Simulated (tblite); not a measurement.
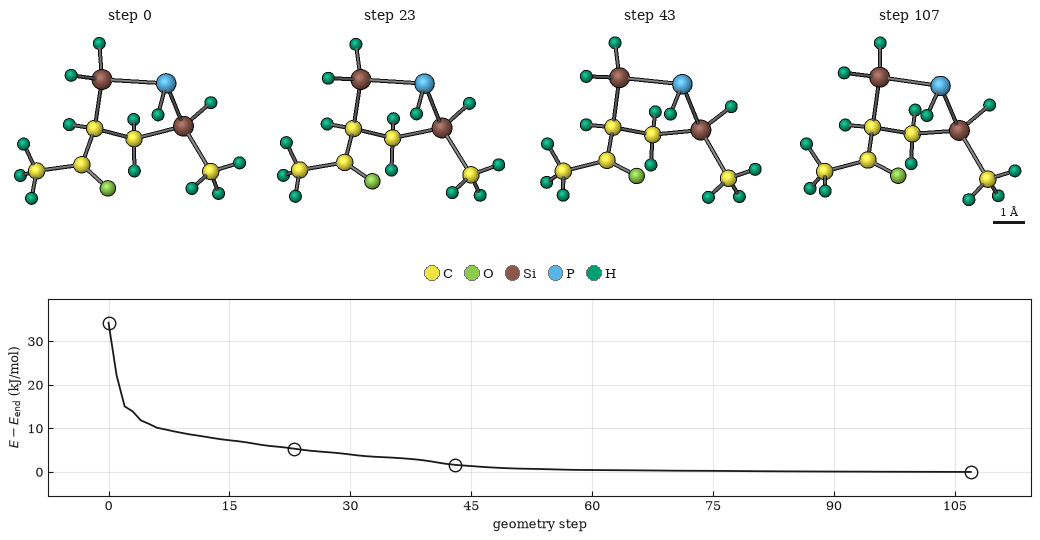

Frames of a relaxation of C5H13OPSi2, marked on the history of the run. A ball-and-stick model, seen face on.

Computed with GFN2-xTB geometry optimisation, gas phase (tblite). 

### Describe the path.

The atom that moves furthest after the best rigid fit is an H atom (0.64 Å). By element the largest moves are H 0.64 Å, O 0.53 Å, C 0.30 Å, Si 0.24 Å, P 0.23 Å. Some distances before and after: O–Si 3.431 → 2.715 Å, C–Si 1.875 → 1.947 Å, C–Si 1.839 → 1.897 Å, C–C 1.529 → 1.476 Å. Bond angles that change, for instance: C–C–Si 112.4° → 103.6°, C–Si–P 109.7° → 117.3°, C–C–H 104.9° → 111.6°. Over 107 geometry steps the energy falls by 34.3 kJ/mol. The run took 4.2 s on 1 thread of Intel(R) Xeon(R) Processor @ 2.50GHz (shared host). From step 0 to 23: the O atom moves most (0.27 Å), energy −29.0 kJ/mol. From step 23 to 43: an H atom moves most (0.32 Å), energy −3.73 kJ/mol. From step 43 to 107: an H atom moves most (0.25 Å), energy −1.63 kJ/mol.
